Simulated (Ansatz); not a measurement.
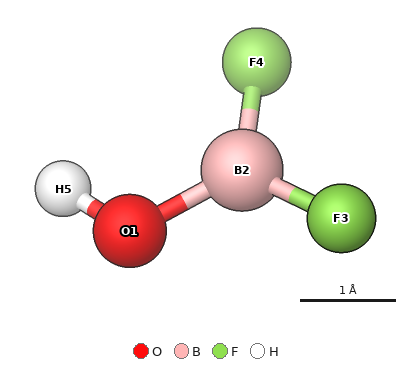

Figure 1. The structure as given in the input (ball-and-stick view, seen at a tilt; atoms are numbered from 1 in the order of the input).

# Single-point calculation of BHOF2 (charge +1)

BHOF2, charge +1, multiplicity 2, computed with UKS BHLYP/cc-pVDZ (Ansatz 0.2.0).

The geometry comes from this level: PBE0-D4/def2-TZVP. Figures and captions count atoms from 1; the log counts them from 0 in places.

Log:
```
Functional definition: BHLYP
  name "BHLYP"
  cite "Becke, J. Chem. Phys. 98, 1372 (1993) doi:10.1063/1.464304"
  cite "Becke, Phys. Rev. A 38, 3098 (1988) doi:10.1103/PhysRevA.38.3098"
  cite "Lee, Yang & Parr, Phys. Rev. B 37, 785 (1988) doi:10.1103/PhysRevB.37.785"
  parameter a = 0.5
  exchange = (1 - a)*b88_x + a*exact_x
  correlation = lyp_c
558 factors; integrals over basis functions are off by at most 8.8e-4 eV
mean field evaluation 1: about -8155.2434 eV, gradient 4.5e1 eV
mean field evaluation 2: about -8152.8174 eV, gradient 5.5e1 eV
mean field evaluation 4: about -8161.5444 eV, gradient 1.3e0 eV
mean field evaluation 8: about -8161.6563 eV, gradient 1.1e-1 eV
mean field evaluation 16: about -8161.6565 eV, gradient 7.0e-4 eV
mean field evaluation 32: about -8161.1113 eV, gradient 5.8e0 eV
mean field -8161.65648029 eV, -299.9353434812 hartree, gradient 5.7e-6 eV, S^2 0.755692; 2 other end points of the search recorded, 0 dependent functions left out
the calculation of the forces begins
reference -8161.65658181 eV, -299.9353472121 hartree; 16, 15 occupied and 45, 46 virtual orbitals, 558 factors
Total energy: -8161.65658181 eV, -299.9353472121 hartree
Atom 0 at     0.021311     0.983397     0.184337 Å, force     0.272823     3.936301     1.193056 eV/Å
Atom 1 at     0.113362    -0.357739     0.129320 Å, force     0.799317    -8.707467     0.025426 eV/Å
Atom 2 at     0.692262    -1.008650     1.117116 Å, force    -0.680213     1.712653    -0.998184 eV/Å
Atom 3 at    -0.361644    -1.058864    -0.892926 Å, force     0.418379     1.950153     1.128912 eV/Å
Atom 4 at    -0.415391     1.368256    -0.579148 Å, force    -0.810306     1.108360    -1.349210 eV/Å
Dipole moment:    -0.256681     1.109168    -0.297401 e Å
```

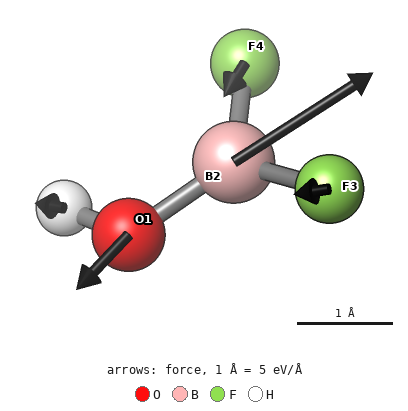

Figure 2. Forces on the atoms as black arrows (ball-and-stick view, seen at a tilt; atoms are numbered from 1 in the order of the input). The largest act on B2 (8.74 eV/Å); O1 (4.12 eV/Å). The geometry is not a stationary point of this energy.

This output came from the following input.

Input:
```yaml
crystal:
  periodic: [false, false, false]
  atoms:
    - {symbol: O, position_ang: [0.021311, 0.983397, 0.184337]}
    - {symbol: B, position_ang: [0.113362, -0.357739, 0.129320]}
    - {symbol: F, position_ang: [0.692262, -1.008650, 1.117116]}
    - {symbol: F, position_ang: [-0.361644, -1.058864, -0.892926]}
    - {symbol: H, position_ang: [-0.415391, 1.368256, -0.579148]}
basis:
  gaussian: {orbitals: cc-pVDZ}
total_charge: 1
magnetization: {spin_polarized: true, initial_magnetization: 1}
hamiltonian: {xc: {name: BHLYP}}
output: {forces: true}
```

Command:
```bash
ansatz run in.yaml --threads 4 --pin off --events-out ev --progress --plain --max-ram 10444MiB
```

Summary:

| quantity | value |
| --- | --- |
| outcome | converged |
| total energy | −8161.6566 eV |
| ⟨S²⟩ | 0.756 |
| SCF solution under orbital rotations | stable |
| largest force (length of the vector) | 8.744 eV/Å |
| hardware | 4 threads of Intel Xeon @ 2.50GHz, 108 GiB of memory available, shared host |
| wall time | 1.8 s (CPU time 6 s) |
| peak memory | 0.15 GiB |
